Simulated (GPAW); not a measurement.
# Run report: BH3Br (charge −1), excited-state calculation (part 2 of 2)

BH3Br, charge −1, SMILES [H][B-]([H])([H])Br; DELTA-SCF (LDA (PW92))/dzp, UKS, scalar-relativistic datasets (GPAW 26.7.0). The geometry comes from this level: GFN2-xTB.

Geometry of the input (Å):
```
B  -0.0024  0.0017  -0.1851
Br 0.0152  -0.0198  1.8429
H  1.1495  0.0105  -0.5598
H  -0.5857  1.0038  -0.5364
H  -0.5765  -0.9962  -0.5616
```

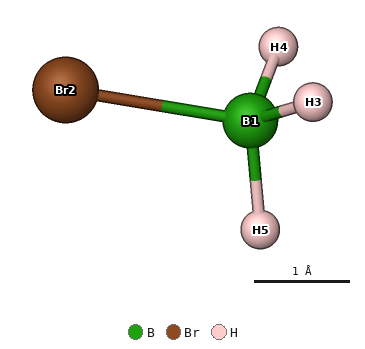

*The input geometry (ball-and-stick view, seen at a tilt; atoms are numbered from 1 in the order of the input).*

**Log, continued**
```
  Storage: CPU
  Wave functions: 26_896 bytes (26_896 per core)

Parallelization:
  kpt:    1
  domain: 1
  band:   1

Density:
  Valence electrons: 13.0
  Components: 2
  Grid points: [72 76 76]
  Charge: -1.0  # |e|

Potential:
  Grid points: [72 76 76]

species:
  B:
    name:    Boron
    Z:       5.0
    valence: 3
    core:    2
    charge:  0.0  # [|e|]
    file:    B.LDA.gz
    compensation charges:
      type: gauss
      rc: 0.20  # [Å]
      lmax: 2
    cutoffs:
      filter: 1.14  # [Å]
      core: 1.42  # [Å]
    projectors
    | kind |    occ | energy [eV] | rcut [Å] |
    |------|--------|-------------|----------|
    |   2s |  2.000 |      -9.383 |    0.635 |
    |   2p |  1.000 |      -3.714 |    0.635 |
    |    s |        |      17.828 |    0.635 |
    |    p |        |      23.498 |    0.635 |
    |    d |        |       0.000 |    0.635 |

    LCAO basis set for B:
      Name: dzp
      File: B.dzp.basis.gz
      Number of radial functions: 5
      Number of spherical harmonics: 13
        l=0, rc=6.6719 Bohr: 2s-sz confined orbital
        l=1, rc=8.2188 Bohr: 2p-sz confined orbital
        l=0, rc=3.7500 Bohr: 2s-dz split-valence wave
        l=1, rc=4.6094 Bohr: 2p-dz split-valence wave
        l=2, rc=8.2188 Bohr: d-type Gaussian polarization
      Number of RI-basis functions 0

  Br:
    name:    Bromine
    Z:       35.0
    valence: 7
    core:    28
    charge:  0.0  # [|e|]
    file:    Br.LDA.gz
    compensation charges:
      type: gauss
      rc: 0.35  # [Å]
      lmax: 2
    cutoffs:
      filter: 1.98  # [Å]
      core: 2.38  # [Å]
    projectors
    | kind |    occ | energy [eV] | rcut [Å] |
    |------|--------|-------------|----------|
    |   4s |  2.000 |     -20.306 |    1.111 |
    |   4p |  5.000 |      -8.003 |    1.111 |
    |    s |        |       6.906 |    1.111 |
    |    p |        |      19.208 |    1.111 |
    |    d |        |       0.000 |    1.111 |

    LCAO basis set for Br:
      Name: dzp
      File: Br.dzp.basis.gz
      Number of radial functions: 5
      Number of spherical harmonics: 13
        l=0, rc=5.3594 Bohr: 4s-sz confined orbital
        l=1, rc=6.8125 Bohr: 4p-sz confined orbital
        l=0, rc=2.9375 Bohr: 4s-dz split-valence wave
        l=1, rc=3.8906 Bohr: 4p-dz split-valence wave
        l=2, rc=6.8125 Bohr: d-type Gaussian polarization
      Number of RI-basis functions 0

  H:
    name:    Hydrogen
    Z:       1.0
    valence: 1
    core:    0
    charge:  0.0  # [|e|]
    file:    H.LDA.gz
    compensation charges:
      type: gauss
      rc: 0.15  # [Å]
      lmax: 2
    cutoffs:
      filter: 0.85  # [Å]
      core: 0.53  # [Å]
    projectors
    | kind |    occ | energy [eV] | rcut [Å] |
    |------|--------|-------------|----------|
    |   1s |  1.000 |      -6.353 |    0.476 |
    |    s |        |      20.858 |    0.476 |
    |    p |        |       0.000 |    0.476 |

    LCAO basis set for H:
      Name: dzp
      File: H.dzp.basis.gz
      Number of radial functions: 3
      Number of spherical harmonics: 5
        l=0, rc=6.4219 Bohr: 1s-sz confined orbital
        l=0, rc=3.6094 Bohr: 1s-dz split-valence wave
        l=1, rc=6.4219 Bohr: p-type Gaussian polarization
      Number of RI-basis functions 0

Reference energy: -71511.545547  # eV

eigensolver:
  <gpaw.new.lcao.eigensolver.LCAOEigensolver object at 0xe5ad58922000>
density mixing:
  MSR1-Mixer
  Pratt-step length: 0.05
  Maximum mixing coefficient: 0.75
  Old densities: 10
  SVD Regularization: 0.005
  Good broyden scale: 1.0
  Trust region scale: 1.0
  Backstep threshold: 4.0
  History deletion threshold: 6.0
  Fourier metric: weight=20.0, sigma=0.015

occupation numbers:
  Fixed-uniform occupations:
  [[1. 1. 1. 1. 1. 1. 1. 0. 0. 0. 0. 0. 0. 0. 0. 0. 0. 0. 0. 0. 0. 0. 0. 0.
    0. 0. 0. 0. 0. 0. 0. 0. 0. 0. 0. 0. 0. 0. 0. 0. 0.]
   [1. 1. 1. 1. 1. 1. 1. 0. 0. 0. 0. 0. 0. 0. 0. 0. 0. 0. 0. 0. 0. 0. 0. 0.
    0. 0. 0. 0. 0. 0. 0. 0. 0. 0. 0. 0. 0. 0. 0. 0. 0.]]

FastPoissonSolver using
    Stencil: 6*3+1=19 point O(h^6) finite-difference Laplacian
    FFT axes: []
    FST axes: [np.int64(0), np.int64(1), np.int64(2)]

xc functional:
  name: None
interpolation: tri-quintic # 5. degree polynomial

Initialization done in: 8.421 s

convergence criteria:
- Maximum [total energy] change in last 3 cyles: 0.0005 eV / valence electron
- Maximum integral of absolute [dens]ity change: 0.0001 electrons / valence electron
- Maximum integral of absolute [eigenst]ate change: 4e-08 eV^2 / valence electron
maximum number of iterations: 100

SCF iterations
|iter     |     time |      energy | eigst |  dens |  magmom |
|---------|----------|-------------|-------|-------|---------|
|iter:   1| 00:00:09 |  -20.920340 |      c|       |  +0.0000|
|iter:   2| 00:00:10 |  -20.865744 |      c| -0.91 |  +0.0000|
|iter:   3| 00:00:11 |  -20.552840 |      c| -0.93 |  +0.0000|
|iter:   4| 00:00:12 |  -20.545418 |      c| -1.61 |  +0.0000|
|iter:   5| 00:00:13 |  -20.545236 |      c| -2.25 |  +0.0000|
|iter:   6| 00:00:15 |  -20.545232c|      c| -2.97 |  +0.0000|
|iter:   7| 00:00:16 |  -20.545230c|      c| -3.49 |  +0.0000|
|iter:   8| 00:00:17 |  -20.545230c|      c| -4.23c|  +0.0000|

Converged in 8 steps
SCF loop duration: 8.089 s (1.011 s/step)
Energy contributions relative to reference atoms: (reference = -71511.545547)

Energy contributions:
  Kinetic:          27.648175
  Coulomb:         -22.356811
  Zero:             -0.033146
  External:          0.000000
  Xc:              -25.803447
  Entropy:           0.000000
  Spinorbit:         0.000000
  ----------------------------
  Free energy:     -20.545230
  Extrapolated:    -20.545230

dipole moment: (-5.586230, -5.990589, -6.070694)  # |e|*Ang

Total magnetic moment: (0.000000, 0.000000, 0.000000)

Local magnetic moments
|        x |        y |        z |
|----------|----------|----------|
| 0.000000 | 0.000000 | 0.000000 |  # B    0
| 0.000000 | 0.000000 | 0.000000 |  # Br   1
| 0.000000 | 0.000000 | 0.000000 |  # H    2
| 0.000000 | 0.000000 | 0.000000 |  # H    3
| 0.000000 | 0.000000 | 0.000000 |  # H    4

Fermi level: 3.548
Eigenvalues  # (at kpt = [0.000, 0.000, 0.000])
| band index |      eig [eV] | occ [0-1] |      eig [eV] | occ [0-1] |
|------------|---------------|-----------|---------------|-----------|
|          0 |       -13.011 |     1.000 |       -13.011 |     1.000 |
|          1 |        -5.878 |     1.000 |        -5.878 |     1.000 |
|          2 |        -1.927 |     1.000 |        -1.927 |     1.000 |
|          3 |        -1.921 |     1.000 |        -1.921 |     1.000 |
|          4 |        -1.762 |     1.000 |        -1.762 |     1.000 |
|          5 |         0.113 |     1.000 |         0.113 |     1.000 |
|          6 |         0.118 |     1.000 |         0.118 |     1.000 |
|          7 |         6.977 |     0.000 |         6.977 |     0.000 |
|          8 |         8.634 |     0.000 |         8.634 |     0.000 |
|          9 |         9.808 |     0.000 |         9.808 |     0.000 |
|         10 |         9.812 |     0.000 |         9.812 |     0.000 |
|         11 |        11.338 |     0.000 |        11.338 |     0.000 |
|         12 |        11.610 |     0.000 |        11.610 |     0.000 |
|         13 |        11.616 |     0.000 |        11.616 |     0.000 |
|         14 |        16.953 |     0.000 |        16.953 |     0.000 |
|        ... |               |           |               |           |
|         40 |        55.236 |     0.000 |        55.236 |     0.000 |

Gap: 6.859 eV
Transition (v -> c):
  (s=0, k=0, n=6, [0.00, 0.00, 0.00]) -> (s=0, k=0, n=7, [0.00, 0.00, 0.00])
No difference between direct/indirect transitions
vacuum-level: 0.000  # V
# Writing to gs.gpw (mode='all')

timing:  # [seconds]
  Total: 20.334  # ━━━━━━━━━━━━━━━━━━━━━━━━━━━━━━━━━━━━━━━━━━━━━━━━━━━━━━━━━━
  Init:   8.421  # ━━━━━━━━━━━━━━━━━━━━━━━━
  SCF:    8.089  # ━━━━━━━━━━━━━━━━━━━━━━━

Max RSS: 1483.434  # MiB
mixed    7.023 eV
triplet  6.863 eV
Spin-purified singlet: 7.183 eV
```

**File mixed.txt**
```
Reading from gs.gpw
Read dipole, energy, free_energy, magmom, magmoms, non_collinear_magmom, non_collinear_magmoms
  __  _  _
 | _ |_)|_||  |
 |__||  | ||/\| - 26.7.0

units:  Angstrom and eV
cores:  1
OpenMP: False

Versions:
  Python: 3.12.14
  ASE:    3.29.0
  Numpy:  2.5.5
  Scipy:  1.18.1
  Libxc:  7.0.0

        _gpaw.cpython-312-aarch64-linux-gnu.so

Input parameters:
  mode=LCAO(),
  basis={'default': 'dzp'},
  charge=-1,
  h=0.16,
  maxiter=100,
  nbands=41,
  occupations=Occupations(name='fixed-uniform'),
  parallel={},
  spinpol=True,
  symmetry=Symmetry(point_group=False, time_reversal=False),
  xc=XC(name='LDA')
Excited-state calculation with Maximum Overlap Method
  Gaussian smearing of holes and excited electrons: off

Initialization done in: 0.000 s

convergence criteria:
- Maximum [total energy] change in last 3 cyles: 0.0005 eV / valence electron
- Maximum integral of absolute [dens]ity change: 0.0001 electrons / valence electron
- Maximum integral of absolute [eigenst]ate change: 4e-08 eV^2 / valence electron
maximum number of iterations: 100

SCF iterations
|iter     |     time |      energy | eigst |  dens |  magmom |
|---------|----------|-------------|-------|-------|---------|
|iter:   1| 00:00:00 |  -13.680996 |      c|       |  +0.0000|
|iter:   2| 00:00:02 |  -13.633133 |      c| -0.67 |  -0.0000|
|iter:   3| 00:00:03 |  -13.537254 |      c| -0.69 |  -0.0000|
|iter:   4| 00:00:04 |  -13.524404 |      c| -1.11 |  -0.0000|
|iter:   5| 00:00:05 |  -13.521255 |      c| -1.65 |  -0.0000|
|iter:   6| 00:00:06 |  -13.522312c|      c| -2.01 |  -0.0000|
|iter:   7| 00:00:08 |  -13.522443c|      c| -2.51 |  -0.0000|
|iter:   8| 00:00:09 |  -13.522449c|      c| -2.92 |  -0.0000|
|iter:   9| 00:00:10 |  -13.522449c|      c| -3.31 |  -0.0000|
|iter:  10| 00:00:11 |  -13.522450c|      c| -3.79 |  -0.0000|
|iter:  11| 00:00:13 |  -13.522450c|      c| -4.27c|  -0.0000|

Converged in 11 steps
SCF loop duration: 13.003 s (1.182 s/step)
Energy contributions relative to reference atoms: (reference = -71511.545547)

Energy contributions:
  Kinetic:          37.073690
  Coulomb:         -25.970691
  Zero:             -0.027253
  External:          0.000000
  Xc:              -24.598195
  Entropy:           0.000000
  Spinorbit:         0.000000
  ----------------------------
  Free energy:     -13.522450
  Extrapolated:    -13.522450

dipole moment: (-5.681839, -5.992726, -5.751282)  # |e|*Ang

Total magnetic moment: (0.000000, 0.000000, -0.000002)

Local magnetic moments
|        x |        y |         z |
|----------|----------|-----------|
| 0.000000 | 0.000000 |  0.086803 |  # B    0
| 0.000000 | 0.000000 | -0.177881 |  # Br   1
| 0.000000 | 0.000000 | -0.000996 |  # H    2
| 0.000000 | 0.000000 | -0.067161 |  # H    3
| 0.000000 | 0.000000 | -0.065984 |  # H    4

Fermi level: inf
Eigenvalues  # (at kpt = [0.000, 0.000, 0.000])
| band index |      eig [eV] | occ [0-1] |      eig [eV] | occ [0-1] |
|------------|---------------|-----------|---------------|-----------|
|          0 |       -13.718 |     1.000 |       -13.885 |     1.000 |
|        ... |               |           |               |           |
|         33 |        39.454 |     0.000 |        39.441 |     0.000 |
|         34 |        39.540 |     0.000 |        39.725 |     0.000 |
|         35 |        41.512 |     0.000 |        41.717 |     0.000 |
|         36 |        47.258 |     0.000 |        47.169 |     0.000 |
|         37 |        47.334 |     0.000 |        47.277 |     0.000 |
|         38 |        54.551 |     0.000 |        54.178 |     0.000 |
|         39 |        54.695 |     0.000 |        54.379 |     0.000 |
|         40 |        55.279 |     0.000 |        55.349 |     0.000 |

Could not find a gap
vacuum-level: 0.000  # V

timing:  # [seconds]
  Total: 17.116  # ━━━━━━━━━━━━━━━━━━━━━━━━━━━━━━━━━━━━━━━━━━━━━━━━━━━━━━━━━━
  SCF:   13.003  # ━━━━━━━━━━━━━━━━━━━━━━━━━━━━━━━━━━━━━━━━━━━━

Max RSS: 1483.434  # MiB
```

**Results in brief**

- outcome: converged
- wall time: 51 s
- peak memory: 1.4 GiB
